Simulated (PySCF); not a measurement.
**CH5GeO (SMILES [CH3][GeH][OH]): UBLYP/def2-TZVP**

What is the vertical ionisation energy of CH5GeO at UBLYP/def2-TZVP? The job is set up through a Python script.

The results are computed with PySCF 2.14.0.

## 1. The molecule

CH5GeO has 8 atoms, charge 0, and is taken as a doublet. SMILES: `[CH3][GeH][OH]`. The shape is that of a PBE0-D4/def2-TZVP optimisation. This is one conformer, not always the lowest.

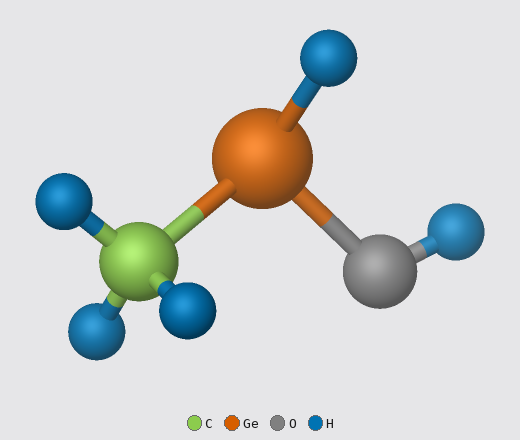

Viewed from a chosen angle; carbon green, germanium orange, oxygen grey, hydrogen blue.

## 2. The energy at UBLYP/def2-TZVP

calc.py reads:

```python
from pyscf import gto, dft

molecule = gto.M(
    atom='''
C     -1.265550     1.582457    -1.025743
Ge     1.667116    -0.527045    -0.262672
O      0.302545    -3.342737     1.032546
H     -0.661026     3.416058    -1.745162
H     -2.357622     1.848719     0.705435
H     -2.449085     0.656302    -2.433400
H      3.405475     0.675955     1.802799
H      1.532379    -4.417991     1.820940
''',
    unit='bohr',
    spin=1,
    max_memory=1860,
    basis='def2-tzvp',
    verbose=3,
)

calc0 = dft.UKS(molecule, xc='blyp')
calc0.conv_tol = 1e-10
calc0.grids.level = 2
calc0.kernel()
if not calc0.converged:
    calc0 = calc0.newton().run(calc0.mo_coeff, calc0.mo_occ)

energy = calc0.e_tot
print(f'total energy: {energy:.8f} hartree')
```

Command:

```
$ OMP_NUM_THREADS=1 python calc.py
```

Log:

```text
WARN: HOMO -0.169114884331847 >= LUMO -0.169114884331854

converged SCF energy = -2193.3939660468  <S^2> = 0.75110367  2S+1 = 2.0011034
total energy: -2193.39396605 hartree
```

Wall time 21 s (1 thread of Arm Neoverse V1, shared host); peak memory 0.85 GiB.

## 3. The singlet cation, same level

run.py reads:

```python
from pyscf import gto, dft

mol = gto.Mole()
mol.atom = '''
C     -1.265550     1.582457    -1.025743
Ge     1.667116    -0.527045    -0.262672
O      0.302545    -3.342737     1.032546
H     -0.661026     3.416058    -1.745162
H     -2.357622     1.848719     0.705435
H     -2.449085     0.656302    -2.433400
H      3.405475     0.675955     1.802799
H      1.532379    -4.417991     1.820940
'''
mol.max_memory = 1860
mol.charge = 1
mol.basis = 'def2-tzvp'
mol.unit = 'bohr'
mol.spin = 0
mol.verbose = 3
mol.build()

mf = dft.RKS(mol, xc='blyp')
mf.grids.level = 2
mf.conv_tol = 1e-10
mf.kernel()
if not mf.converged:
    mf = mf.newton().run(mf.mo_coeff, mf.mo_occ)

energy = mf.e_tot
print('E = %.10f Eh' % energy)
```

Command:

```
$ OMP_NUM_THREADS=1 python run.py
```

Log:

```text
converged SCF energy = -2193.1131701377
E = -2193.1131701377 Eh
```

Wall time 13 s (1 thread of Arm Neoverse V1, shared host); peak memory 0.84 GiB.

## 4. What came out

At UBLYP/def2-TZVP:

| quantity | value |
| --- | --- |
| doublet CH5GeO: total energy | -2193.39397 Eh |
| doublet CH5GeO: dipole moment | 0.74 D |
| doublet CH5GeO: HOMO energy (highest over α and β) | -4.36 eV |
| doublet CH5GeO: LUMO energy (lowest over α and β) | -3.31 eV |
| doublet CH5GeO: ⟨S²⟩ | 0.751 |
| singlet cation: total energy | -2193.11317 Eh |
| singlet cation: HOMO energy | -13.66 eV |
| singlet cation: LUMO energy | -10.87 eV |
| singlet cation: HOMO–LUMO gap | 2.79 eV |
| vertical ionisation energy (to the singlet cation) | 7.641 eV |

The vertical ionisation energy comes to 7.64 eV (176 kcal/mol). Only the singlet of the ionised species was computed; a triplet could lie lower. Mulliken charges (doublet CH5GeO) run from -0.50 on O3 to +0.31 on Ge2.
